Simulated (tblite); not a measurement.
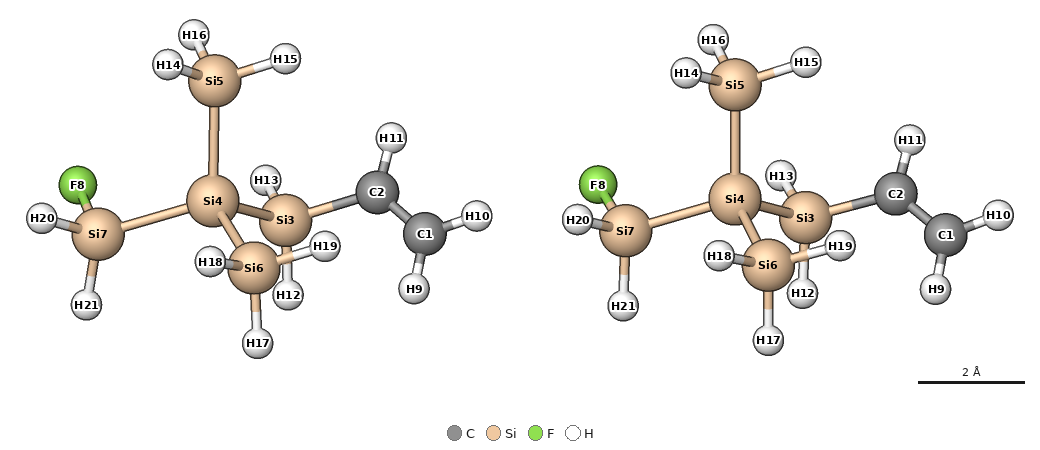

Two geometries of C2H13FSi5, drawn at one scale. One is the start of a relaxation, the other its converged end. A ball-and-stick model, seen at a tilt.

Theory: GFN2-xTB geometry optimisation, gas phase in tblite 0.8.0. 

> Which of the two is the end point?

The left one is the relaxed one. The atom that moves furthest after the best rigid fit is H20 (0.34 Å). Largest moves by element: H 0.34 Å, Si 0.16 Å, C 0.04 Å, F 0.01 Å. Near-neighbour distances that change, for instance: Si3–Si4 2.242 → 2.362 Å, Si4–Si5 2.247 → 2.352 Å, Si4–Si7 2.232 → 2.333 Å, Si4–Si6 2.248 → 2.344 Å. Bond angles that change, for instance: Si4–Si7–H20 110.3° → 118.8°, Si4–Si7–H21 110.7° → 118.4°, F8–Si7–H21 108.8° → 102.2°. Over 73 geometry steps the energy falls by 49.4 kJ/mol.
